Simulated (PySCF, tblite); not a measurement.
# C6H10ClFSi: geometry, infrared bands and NMR shifts

Wanted: the infrared bands and NMR shifts of C6H10ClFSi (`C=CC(=C)[SiH2][C@@H](Cl)CF`), by calculation.

Computed with tblite 0.8.0 and PySCF 2.14.0, with density-fitted response routines of our own, on a single molecule in the gas phase. Atoms count from 0, in the outputs and in this text.

## 1. The molecule as given

19 atoms, charge 0, multiplicity 1; geometry from: force field or distance geometry start.

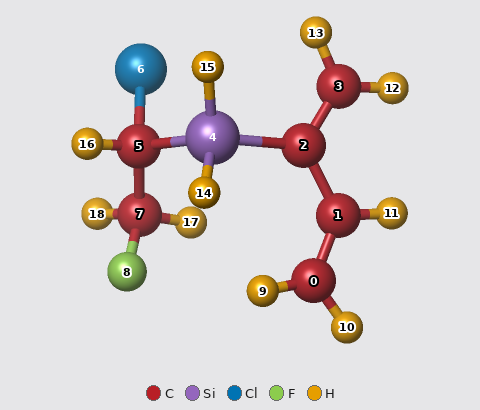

The starting geometry (carbon red, silicon purple, chlorine blue, fluorine green, hydrogen amber), atoms numbered; sticks join atoms by distance.

## 2. Relaxing the molecule with GFN2-xTB

What the job is given:

```
{"job": {"kind": "relax", "xc": "GFN2-xTB", "basis": "xTB"}, "charge": 0, "multiplicity": 1}
C     -0.662100     2.153900     0.784000
C     -1.431200     1.055100     0.792000
C     -1.004000    -0.351900     0.765000
C     -1.958400    -1.301600     0.787400
Si     0.800900    -0.830800     0.674900
C      1.433800    -0.911900    -1.086900
Cl     0.644800    -2.291800    -1.912500
C      1.251700     0.354500    -1.906200
F      2.016200     1.345400    -1.386300
H      0.408100     2.156100     0.743300
H     -1.147300     3.132600     0.822900
H     -2.508800     1.210800     0.858100
H     -3.022600    -1.073400     0.863000
H     -1.709500    -2.369900     0.769200
H      1.613200     0.131800     1.471200
H      0.971400    -2.150200     1.343800
H      2.508100    -1.145000    -1.043500
H      0.206200     0.690700    -1.936400
H      1.579700     0.204900    -2.936600
```

The run is started by

```console
OMP_NUM_THREADS=1 python probes_run.py task.json out
```

This one command runs all jobs of the session in turn.

What it wrote:

```text
step      E/eV     max force
  0    -785.92429    1.705
  1    -785.99514    0.789
  2    -786.01695    0.466
  3    -786.02708    0.266
  4    -786.03534    0.196
  5    -786.04024    0.198
  6    -786.04482    0.208
  7    -786.04982    0.177
  8    -786.05370    0.134
  9    -786.05663    0.106
 10    -786.05877    0.133
 11    -786.06030    0.111
 12    -786.06131    0.063
 13    -786.06204    0.071
 14    -786.06272    0.066
 15    -786.06335    0.076
 16    -786.06388    0.059
 17    -786.06436    0.055
 18    -786.06493    0.065
 19    -786.06561    0.072
 20    -786.06631    0.063
 21    -786.06699    0.067
 22    -786.06771    0.071
 23    -786.06852    0.065
 24    -786.06935    0.066
 25    -786.07009    0.068
 26    -786.07073    0.070
 27    -786.07133    0.062
 28    -786.07188    0.057
 29    -786.07225    0.039
 30    -786.07247    0.034
 31    -786.07264    0.035
 32    -786.07284    0.039
 33    -786.07303    0.034
 34    -786.07320    0.036
 35    -786.07337    0.030
 36    -786.07354    0.037
 37    -786.07371    0.036
 38    -786.07383    0.026
 39    -786.07392    0.026
 40    -786.07402    0.024
 41    -786.07413    0.029
 42    -786.07426    0.026
 43    -786.07437    0.023
 44    -786.07446    0.021
 45    -786.07455    0.022
 46    -786.07464    0.022
 47    -786.07471    0.019
 48    -786.07476    0.019
 49    -786.07481    0.016
 50    -786.07488    0.022
 51    -786.07495    0.020
 52    -786.07502    0.016
 53    -786.07506    0.018
 54    -786.07511    0.018
 55    -786.07517    0.023
 56    -786.07524    0.025
 57    -786.07530    0.022
 58    -786.07535    0.018
 59    -786.07540    0.019
 60    -786.07547    0.023
 61    -786.07555    0.021
 62    -786.07562    0.018
 63    -786.07568    0.019
 64    -786.07574    0.019
 65    -786.07581    0.020
 66    -786.07587    0.017
 67    -786.07591    0.014
 68    -786.07595    0.014
 69    -786.07600    0.021
 70    -786.07605    0.025
 71    -786.07610    0.019
 72    -786.07614    0.013
 73    -786.07617    0.015
 74    -786.07622    0.025
 75    -786.07628    0.028
 76    -786.07634    0.019
 77    -786.07639    0.015
 78    -786.07644    0.019
 79    -786.07650    0.024
 80    -786.07656    0.022
 81    -786.07660    0.012
 82    -786.07662    0.013
 83    -786.07664    0.015
 84    -786.07668    0.021
 85    -786.07672    0.019
 86    -786.07676    0.017
 87    -786.07680    0.016
 88    -786.07685    0.021
 89    -786.07692    0.025
 90    -786.07699    0.019
 91    -786.07705    0.017
 92    -786.07711    0.017
 93    -786.07718    0.028
 94    -786.07727    0.032
 95    -786.07738    0.025
 96    -786.07746    0.019
 97    -786.07752    0.018
 98    -786.07757    0.021
 99    -786.07764    0.023
100    -786.07772    0.019
101    -786.07780    0.025
102    -786.07786    0.023
103    -786.07793    0.024
104    -786.07799    0.020
105    -786.07808    0.020
106    -786.07815    0.016
107    -786.07819    0.013
108    -786.07822    0.010
```

It took 1.8 s on 1 thread of Arm Neoverse N1, shared host.

Relaxation path: (not every step is listed)

```csv
step,energy from step 0 (eV),largest force (eV/Å)
0,0.0000,1.7049
1,-0.0708,0.7887
2,-0.0927,0.4661
3,-0.1028,0.2663
4,-0.1110,0.1963
5,-0.1159,0.1979
6,-0.1205,0.2078
7,-0.1255,0.1767
8,-0.1294,0.1341
17,-0.1401,0.0547
26,-0.1464,0.0700
35,-0.1491,0.0297
44,-0.1502,0.0205
53,-0.1508,0.0184
62,-0.1513,0.0185
71,-0.1518,0.0192
80,-0.1523,0.0224
89,-0.1526,0.0249
98,-0.1533,0.0206
103,-0.1536,0.0242
104,-0.1537,0.0202
105,-0.1538,0.0198
106,-0.1539,0.0158
107,-0.1539,0.0132
108,-0.1539,0.0096
```

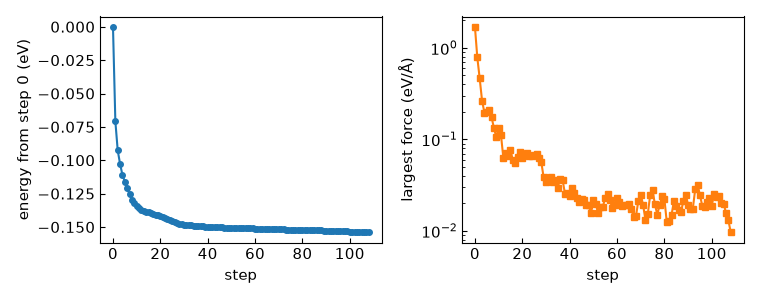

Energy and force, step by step.

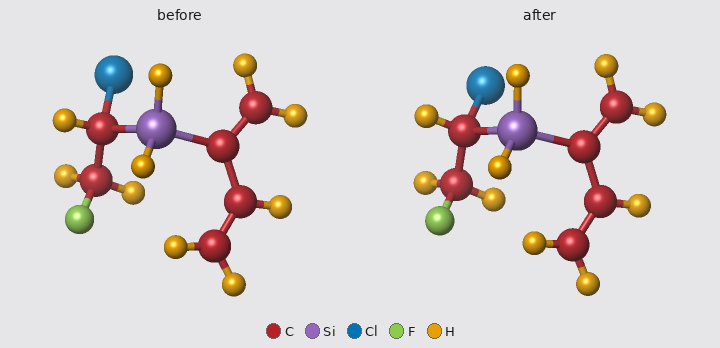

Before and after, at one scale.

Distances of close pairs at the start and the end, largest changes first:

```csv
bond,before (Å),after (Å),change (Å)
Si4–C5,1.874,1.929,+0.055
Si4–H14,1.490,1.463,-0.028
Si4–H15,1.489,1.464,-0.025
C2–Si4,1.870,1.893,+0.023
C3–H13,1.097,1.076,-0.021
C7–F8,1.355,1.374,+0.019
C0–H10,1.093,1.077,-0.016
C1–C2,1.471,1.456,-0.014
```

The final coordinates are the input of the step that follows.

## 3. Harmonic vibrations with GFN2-xTB

What the job is given:

```
{"job": {"kind": "ir", "xc": "GFN2-xTB", "basis": "xTB"}, "charge": 0, "multiplicity": 1}
C     -0.686977     2.086703     0.633934
C     -1.466094     1.014878     0.711529
C     -1.012576    -0.366165     0.800852
C     -1.921591    -1.343130     0.889296
Si     0.825926    -0.815955     0.768657
C      1.382624    -0.886187    -1.076517
Cl     0.322326    -2.041412    -1.927905
C      1.295236     0.432489    -1.818189
F      2.107348     1.353922    -1.201938
H      0.387807     2.023492     0.628656
H     -1.104339     3.077712     0.572167
H     -2.543105     1.143683     0.714575
H     -2.981917    -1.137134     0.885273
H     -1.642593    -2.380185     0.962965
H      1.705204     0.123158     1.464443
H      1.008691    -2.178545     1.272126
H      2.395476    -1.281622    -1.163939
H      0.277934     0.835562    -1.794960
H      1.640815     0.347986    -2.854485
```

What it wrote:

```text
mode    cm-1     km/mol
  1      27.8      0.00
  2      57.7      0.03
  3      76.6      1.10
  4      97.8      5.51
  5     127.9      1.07
  6     157.3      4.44
  7     200.3      6.81
  8     229.6      6.96
  9     311.8      1.73
 10     337.4      2.91
 11     373.5     12.82
 12     395.1     15.52
 13     457.0     18.86
 14     528.0     39.96
 15     560.8      8.82
 16     587.4      1.99
 17     608.5     10.34
 18     639.7     20.26
 19     731.9    291.81
 20     751.3      2.11
 21     777.8    210.09
 22     796.7     10.48
 23     895.9     28.24
 24     908.1     12.72
 25     930.3      3.91
 26     968.2     18.55
 27    1014.4     19.19
 28    1018.6     11.08
 29    1031.2     56.11
 30    1094.6     25.59
 31    1156.4      8.80
 32    1187.8      4.47
 33    1245.9      6.40
 34    1268.8      3.07
 35    1295.1      1.70
 36    1322.9      5.80
 37    1400.2      5.45
 38    1421.0      1.56
 39    1457.7      1.75
 40    1621.3      5.17
 41    1670.9      4.88
 42    2267.3    323.61
 43    2281.2    183.30
 44    2937.9     23.99
 45    2953.2      6.07
 46    2962.8     28.54
 47    3027.1     41.12
 48    3071.3     32.36
 49    3107.1     10.03
 50    3119.6     24.21
 51    3133.8     50.66
```

Run time: 1.7 s. Hardware: 1 thread of Arm Neoverse N1, shared host.

Which atoms move in the most intense modes:

```csv
cm⁻¹,km/mol,atoms
528,40.0,"H15 27 %, H14 24 %, Si4 16 %, C1 12 %"
732,291.8,"H15 33 %, Si4 26 %, H14 24 %"
778,210.1,"H14 42 %, H15 38 %"
1031,56.1,"C7 51 %, F8 35 %"
2267,323.6,"H15 80 %, H14 16 %"
2281,183.3,"H14 80 %, H15 17 %"
3027,41.1,H11 92 %
3134,50.7,"H9 58 %, H10 31 %"
```

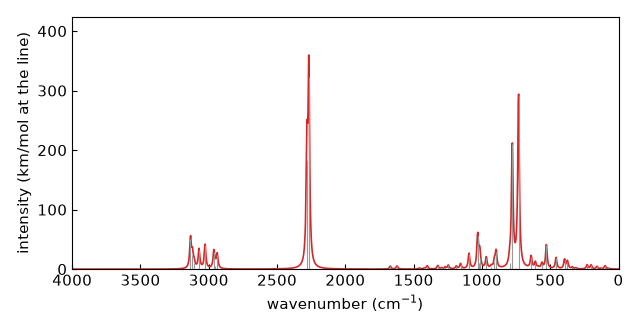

The infrared spectrum from these modes, unscaled. Lines are broadened to a width of 14 cm⁻¹ (Lorentzian).

## 4. Shielding tensors: PBE0/pcSseg-1

The job, as its differences from that of step 3:

```diff
@@ -1,2 +1,2 @@
-{"job": {"kind": "ir", "xc": "GFN2-xTB", "basis": "xTB"}, "charge": 0, "multiplicity": 1}
+{"job": {"kind": "nmr", "xc": "PBE0", "basis": "pcSseg-1"}, "charge": 0, "multiplicity": 1}
 C     -0.686977     2.086703     0.633934
```

Method: GIAO PBE0/pcSseg-1 NMR shielding, non-relativistic, gas phase.

What it wrote:

```text
coarse grid: 17056 points
cycle   1  E = -1083.3031716274  dE =  9.244e-01  |g| = 5.313e-01  |ddm| = 3.947e+00
cycle   2  E = -1083.2823739894  dE =  2.080e-02  |g| = 6.689e-01  |ddm| = 9.397e-01
cycle   3  E = -1083.3606502318  dE = -7.828e-02  |g| = 8.330e-02  |ddm| = 5.374e-01
cycle   4  E = -1083.3618127388  dE = -1.163e-03  |g| = 2.984e-02  |ddm| = 8.031e-02
cycle   5  E = -1083.3620124026  dE = -1.997e-04  |g| = 6.411e-03  |ddm| = 2.747e-02
cycle   6  E = -1083.3620193455  dE = -6.943e-06  |g| = 3.529e-03  |ddm| = 7.880e-03
cycle   7  E = -1083.3620223858  dE = -3.040e-06  |g| = 6.537e-04  |ddm| = 3.679e-03
final grid: 156248 points
cycle   8  E = -1083.4218308571  dE = -5.096e-05  |g| = 9.039e-03  |ddm| = 3.899e-02
cycle   9  E = -1083.4218209279  dE =  9.929e-06  |g| = 1.129e-02  |ddm| = 1.684e-02
cycle  10  E = -1083.4218498253  dE = -2.890e-05  |g| = 1.789e-03  |ddm| = 9.854e-03
cycle  11  E = -1083.4218504473  dE = -6.220e-07  |g| = 3.833e-04  |ddm| = 1.585e-03
cycle  12  E = -1083.4218504789  dE = -3.161e-08  |g| = 1.404e-04  |ddm| = 3.682e-04
cycle  13  E = -1083.4218504831  dE = -4.207e-09  |g| = 3.718e-05  |ddm| = 1.409e-04
cycle  14  E = -1083.4218504834  dE = -3.304e-10  |g| = 6.505e-06  |ddm| = 4.356e-05
converged SCF energy = -1083.4218504834

GIAO shielding tensors (ppm)
atom      isotropic    diamagn.    paramagn.     s11        s22        s33       span
  0 C       60.879     257.000    -196.121    -43.593     63.540    162.690    206.284
  1 C       35.427     252.970    -217.543    -74.873     42.331    138.824    213.697
  2 C       41.044     260.874    -219.830    -63.439     19.776    166.795    230.234
  3 C       40.493     251.726    -211.232    -72.501     46.284    147.698    220.199
  4 Si     392.538     881.331    -488.794    364.705    394.869    418.038     53.334
  5 C      141.702     254.534    -112.832    119.202    132.535    173.369     54.167
  6 Cl     881.278    1148.030    -266.752    754.533    822.635   1066.666    312.133
  7 C      101.155     243.082    -141.927     63.931     80.431    159.103     95.172
  8 F      402.617     474.010     -71.393    369.045    381.751    457.054     88.008
  9 H       25.789      33.307      -7.518     22.395     25.892     29.079      6.684
 10 H       26.136      28.975      -2.839     24.219     25.567     28.623      4.404
 11 H       24.866      31.209      -6.343     22.831     24.278     27.489      4.659
 12 H       25.270      30.333      -5.064     22.011     25.072     28.726      6.716
 13 H       25.607      30.695      -5.088     21.455     24.489     30.877      9.422
 14 H       26.623      29.982      -3.360     23.872     24.723     31.273      7.401
 15 H       27.443      30.234      -2.791     24.246     25.314     32.769      8.523
 16 H       28.151      30.611      -2.460     23.255     27.282     33.917     10.662
 17 H       27.178      30.383      -3.206     25.765     27.475     28.293      2.528
 18 H       26.791      28.476      -1.685     21.925     28.160     30.287      8.361
```

It took 88 s on 1 thread of Arm Neoverse N1, shared host; peak memory 1.1 GiB.

The references, computed at this level on geometries of the same kind, shield at (ppm): 1H TMS 31.72, 13C TMS 186.9, 29Si TMS 349.2, 19F CFCl3 170.9, 35Cl HCl 950. Their shielding less the atom's gives the shift. The references are single molecules in the gas phase, so shifts against H2O, NH3, PH3, H3PO4 or CFCl3 are not on the usual liquid scales and can be off by tens of ppm.

```csv
atoms,environment,σ (ppm),δ (ppm),δ scaled to CDCl3
C1,alkene CH,35.4,151.5,145.9
C3,terminal =CH2 carbon,40.5,146.4,141.0
C2,fully substituted alkene carbon,41.0,145.9,140.5
C0,terminal =CH2 carbon,60.9,126.0,121.1
C7,sp3 CH2 bonded to F,101.2,85.8,81.8
C5,sp3 CH bonded to Cl and Si,141.7,45.2,42.2
H11,hydrogen on an alkene CH,24.87,6.85,6.56
H12,hydrogen on a terminal =CH2 carbon,25.27,6.45,6.18
H13,hydrogen on a terminal =CH2 carbon,25.61,6.11,5.87
H9,hydrogen on a terminal =CH2 carbon,25.79,5.93,5.69
H10,hydrogen on a terminal =CH2 carbon,26.14,5.58,5.37
H14,hydrogen on a silicon bonded to 2 C,26.62,5.09,–
H18,hydrogen on an sp3 CH2 bonded to F,26.79,4.93,4.75
H17,hydrogen on an sp3 CH2 bonded to F,27.18,4.54,4.39
H15,hydrogen on a silicon bonded to 2 C,27.44,4.27,–
H16,hydrogen on an sp3 CH bonded to Cl and Si,28.15,3.57,3.47
Si4,"silicon bonded to 2 C, 2 H",392.5,-43.4,–
Cl6,chlorine bonded to C,881,68,–
F8,fluorine on an sp3 carbon,402.6,-231.7,–
```

The scaled column applies a straight-line fit of computed shieldings to shifts measured in CDCl3, with any fitted terms for Cl, Br or S neighbours, and one for carbons that bear F (root-mean-square error 0.16 ppm for H, 1.9 ppm for C).

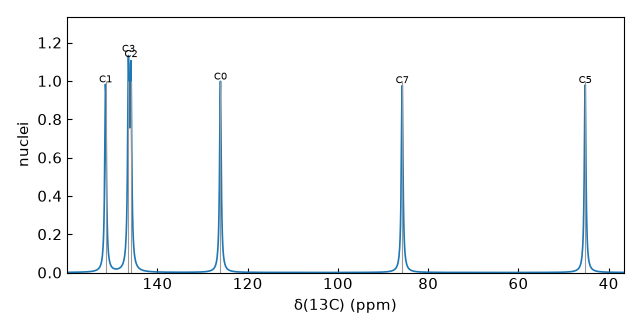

13C lines at the computed shifts, without couplings. Lines are broadened to a width of 0.43 ppm (Lorentzian).

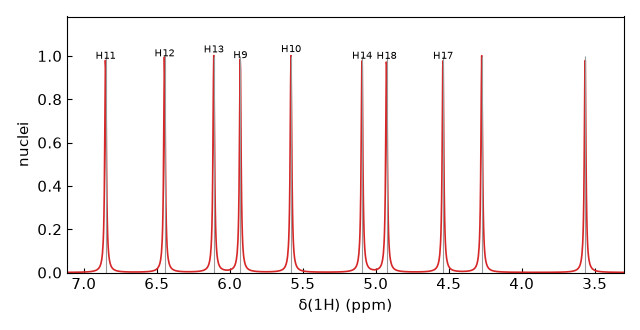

1H lines at the computed shifts, without couplings. Lines are broadened to a width of 0.01 ppm (Lorentzian).

The run also stored atomic charges by several schemes (e):

```csv
atoms,Mulliken,IAO,Hirshfeld,ESP fit
C0,-0.18,-0.32,-0.09,-0.44
C1,-0.12,-0.13,-0.04,-0.10
C2,-0.51,-0.26,-0.09,-0.01
C3,-0.07,-0.27,-0.08,-0.39
Si4,0.73,0.74,0.32,0.38
C5,-0.55,-0.38,-0.09,-0.38
Cl6,-0.12,-0.10,-0.04,-0.12
C7,0.22,0.04,0.01,0.15
F8,-0.34,-0.33,-0.10,-0.23
```

Hirshfeld charges:

C0 -0.09; C1 -0.04; C2 -0.09; C3 -0.08; Si4 0.32; C5 -0.09; Cl6 -0.04; C7 0.01; F8 -0.10; H9 0.04; H10 0.05; H11 0.05; H12 0.05; H13 0.05; H14 -0.07; H15 -0.07; H16 0.04; H17 0.03; H18 0.04

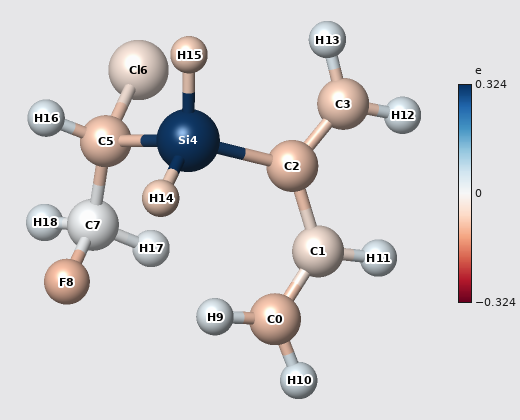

Hirshfeld charges, as colours on the atoms.

Mayer bond orders: C0–C1 1.92, C1–C2 1.07, C2–C3 1.90, C2–Si4 0.85, Si4–C5 0.77, C5–Cl6 0.98, C5–C7 0.99, C7–F8 0.87.

## 5. Outcome

| quantity | value |
| --- | --- |
| strongest single infrared mode (GFN2-xTB) | 2267 cm⁻¹, 324 km/mol |
| zero-point energy (GFN2-xTB) | 86.6 kcal/mol |
| 13C shifts against TMS (PBE0/pcSseg-1) | 151.5, 146.4, 145.9, 126.0, 85.8, 45.2 ppm |
| 1H shifts against TMS (PBE0/pcSseg-1) | 6.85, 6.45, 6.11, 5.93, 5.58, 5.09, 4.93, 4.54, 4.27, 3.57 ppm |
| 29Si shifts against TMS (PBE0/pcSseg-1) | -43.4 ppm |
| 35Cl shifts against HCl (PBE0/pcSseg-1) | 68 ppm |
| 19F shifts against CFCl3 (PBE0/pcSseg-1) | -231.7 ppm |

In words: Relaxing lowered the energy by 0.154 eV in 108 steps; the close pair that moved most is Si4–C5, from 1.874 to 1.929 Å. All 51 modes are real, so the xTB geometry is a minimum. The strongest single mode, at 2267 cm⁻¹, moves mainly H15. GFN2-xTB is a fitted tight-binding method: band positions and strengths are rough. Its intensities can rank the bands wrongly. The most deshielded hydrogen is H11 (hydrogen on an alkene CH), at 6.85 ppm: olefinic region. At PBE0/pcSseg-1: The widest tensor belongs to Cl6: span 312 ppm, with a paramagnetic part of -267 ppm.
